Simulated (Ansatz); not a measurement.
**CH$_{8}$OSi$_{2}$···HF: density, localisation and related maps**

The calculation's input:

```
crystal:
  periodic: [false, false, false]
  atoms:
    - { symbol: Si, position_ang: [0.2086, 1.0435, 0.5279] }
    - { symbol: C, position_ang: [0.7795, -0.98, 1.0833] }
    - { symbol: O, position_ang: [-0.7066, 0.5892, -0.7512] }
    - { symbol: Si, position_ang: [-1.3077, -0.1422, -2.0592] }
    - { symbol: H, position_ang: [1.3013, 1.7265, -0.1326] }
    - { symbol: H, position_ang: [-0.83, 1.5531, 1.3976] }
    - { symbol: H, position_ang: [1.2224, 0.1159, 1.8227] }
    - { symbol: F, position_ang: [1.3606, 1.2667, 2.1524] }
    - { symbol: H, position_ang: [-0.2138, -1.4029, 1.1781] }
    - { symbol: H, position_ang: [1.2059, -1.2877, 0.136] }
    - { symbol: H, position_ang: [1.3882, -1.4613, 1.8593] }
    - { symbol: H, position_ang: [-0.2915, -0.0971, -3.1127] }
    - { symbol: H, position_ang: [-2.5117, 0.6045, -2.4118] }
    - { symbol: H, position_ang: [-1.6053, -1.5281, -1.6897] }
basis:
  gaussian: { orbitals: def2-SVP }
hamiltonian:
  xc: b3lyp
relax:
  f_tol: 0.15
  max_steps: 25
  restrain:
    - { distance: [0, 7], at: 2.98, k: 30.0 }
    - { distance: [6, 1], at: 2.37, k: 30.0 }
    - { distance: [0, 1], at: 1.87, k: 30.0 }
    - { distance: [6, 7], at: 0.88, k: 30.0 }
output:
  orbitals: {}
```

Command:

```sh
ansatz run input.yaml --threads 4 --pin off --max-ram 5120MiB --backend cpu --events-out ev --progress --plain --runs-dir out
```

The fields are those of the run's last geometry, not of the input's.

Not at a stationary point (largest force 1.0 eV/Å).

Method: RKS B3LYP/def2-SVP in Ansatz.

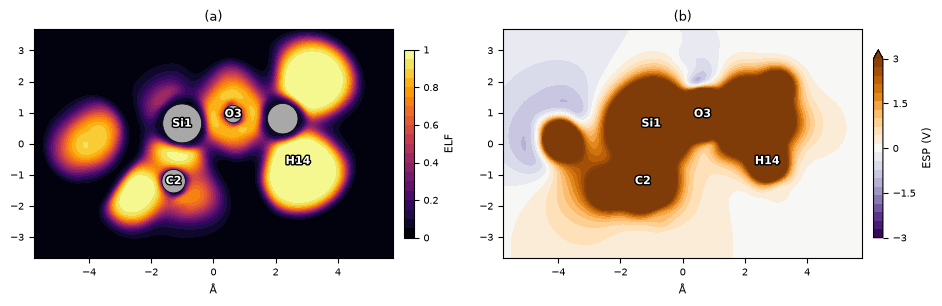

Figure 1. (a) ELF; (b) electrostatic potential on the plane of atoms C2, Si1 and O3. Grey discs cover the atomic cores in the ELF map.

**Describe what can be read from this map.**

The plane passes through Si, C, O and H nuclei.
Si–O (1.66 Å): the ELF peaks at about 0.85 between the atoms: a shared but strongly polarised pair.
C–Si (1.88 Å): the ELF peaks at about 0.95 between the atoms: a shared electron pair.
The ELF also peaks beside F8 and O3, away from the bonds: lone-pair regions.
Outside the dense part of the complex the potential is most negative (−1.1 V) near O3.

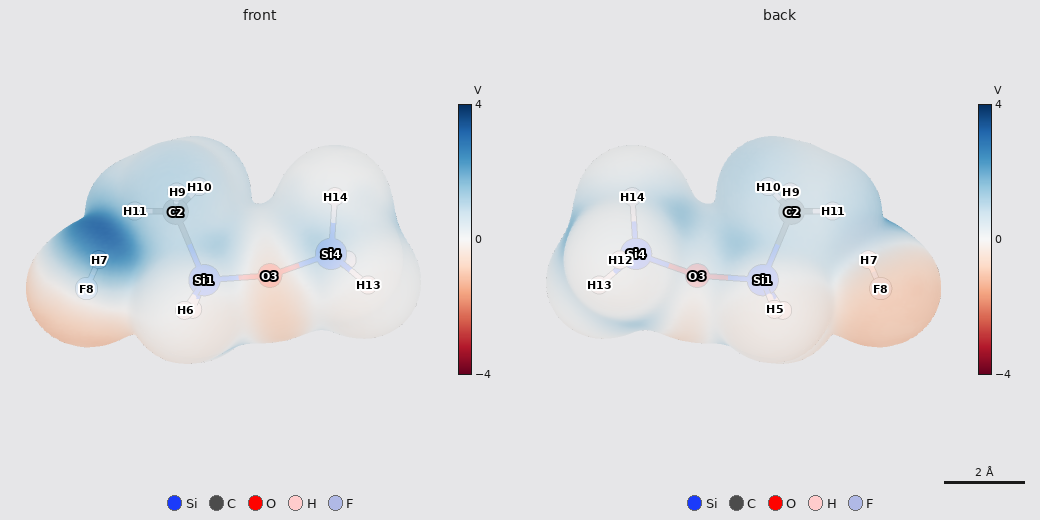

Figure 2. The molecular electrostatic potential painted on the density surface at 0.002 e/bohr³, seen from the front and from behind; red is negative and blue positive.

**Where is the surface potential most negative and most positive?**

The most negative region (about −1.0 V, or −23 kcal/mol for a unit charge) lies over F8, the most positive (about +3.0 V, or +69 kcal/mol for a unit charge) over H7.

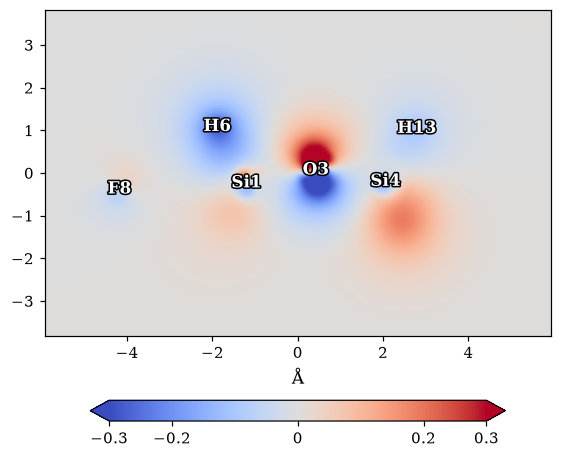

Figure 3. The HOMO on the plane of atoms O3, Si1 and H6 (values in Å⁻³ᐟ²; the overall sign is arbitrary).

**What is the character of this orbital?**

It lies mainly on O3 (about 35 %), H5 (about 15 %), Si1 (about 15 %), Si4 (about 10 %) and H12 (about 10 %). Its energy is −8.15 eV.
